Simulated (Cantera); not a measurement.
Input: 1 mol CO, 2.3 mol NH3, 0.18 mol N2, at 94.0 bar.

Cantera equilibrium calculation (NASA polynomials, part measured and part estimated; ideal gas, pure solids and liquids). Candidate condensed phases: C, C6H6, C7H8, C8H18, H2O; 136 gas species. The ideal-gas law is rough above about 30 bar. Kinetics and transport are ignored.

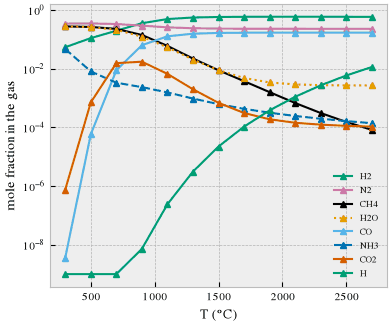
Figure. Equilibrium gas composition (values under 1e-9 drawn at 1e-9)

From 300 °C to 2700 °C nothing is condensed. The main C-bearing gas is CH4 at 300 °C and CO at 2700 °C.
